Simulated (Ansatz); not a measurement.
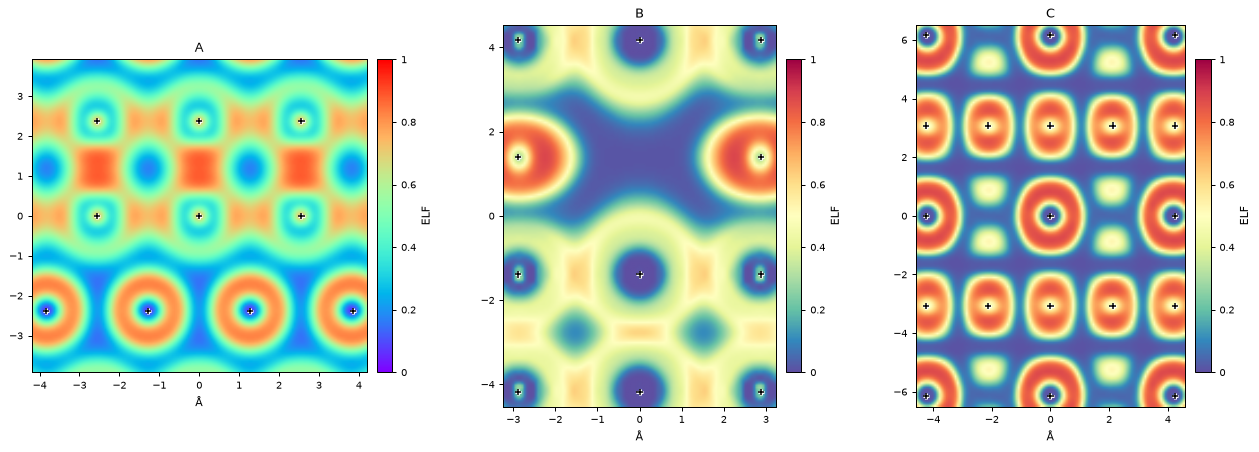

The electron localisation function of 3 systems, each on a plane through atoms (crosses mark nuclei in the plane).

All numbers below come from DFT PBE, scalar-relativistic, plane waves, PAW (Ansatz 0.2.0).

System 1: LaF4, the (011) plane of the conventional cell. Space group Fmmm; a structure generated by program, which may or may not match a known phase; computed without spin polarisation.

```xyz
20
Lattice="4.2368 0.0000 0.0000 0.0000 7.1414 0.0000 0.0000 0.0000 10.0286" Properties=species:S:1:pos:R:3 pbc="T T T"
La    2.1184    0.0000    0.0000
La    0.0000    3.5707    0.0000
La    0.0000    0.0000    5.0143
La    2.1184    3.5707    5.0143
F     2.1184    1.7853    2.5072
F     0.0000    5.3560    2.5072
F     0.0000    1.7853    7.5215
F     2.1184    5.3560    7.5215
F     0.0000    1.7853    2.5072
F     2.1184    5.3560    2.5072
F     2.1184    1.7853    7.5215
F     0.0000    5.3560    7.5215
F     2.1184    2.3996    0.0000
F     0.0000    5.9703    0.0000
F     0.0000    2.3996    5.0143
F     2.1184    5.9703    5.0143
F     0.0000    1.1710    0.0000
F     2.1184    4.7417    0.0000
F     2.1184    1.1710    5.0143
F     0.0000    4.7417    5.0143
```

System 2: Si2C, the (110) plane of the conventional cell. Space group P6/mmm; a structure generated by program, which may or may not match a known phase.

System 3: Ge2Sb2O, the (110) plane of the conventional cell. Space group P6/mmm; a structure generated by program, which may or may not match a known phase.

```cif
data_structure
_symmetry_space_group_name_H-M 'P 1'
_symmetry_Int_Tables_number 1
_cell_length_a 4.8250
_cell_length_b 4.8250
_cell_length_c 5.7682
_cell_angle_alpha 90.000
_cell_angle_beta 90.000
_cell_angle_gamma 120.000
_cell_volume 116.29
loop_
_atom_site_label
_atom_site_type_symbol
_atom_site_fract_x
_atom_site_fract_y
_atom_site_fract_z
_atom_site_occupancy
Ge1 Ge 0.33333 0.66667 0.00000 1
Ge2 Ge 0.66667 0.33333 0.00000 1
Sb1 Sb 0.33333 0.66667 0.50000 1
Sb2 Sb 0.66667 0.33333 0.50000 1
O1 O 0.00000 0.00000 0.00000 1
```

Q: Which map belongs to which system?

A: Panel A is system 2, Si2C: the plane holds Si and C. Si–Si (2.38 Å): the ELF peaks at about 0.90 between the atoms. Panel B is system 3, Ge2Sb2O: the plane holds Ge, Sb and O. Ge–O (2.79 Å): the ELF is about 0.15 at the midpoint (no shared electron pair shows on this line). Panel C is system 1, LaF4: the plane holds La and F.
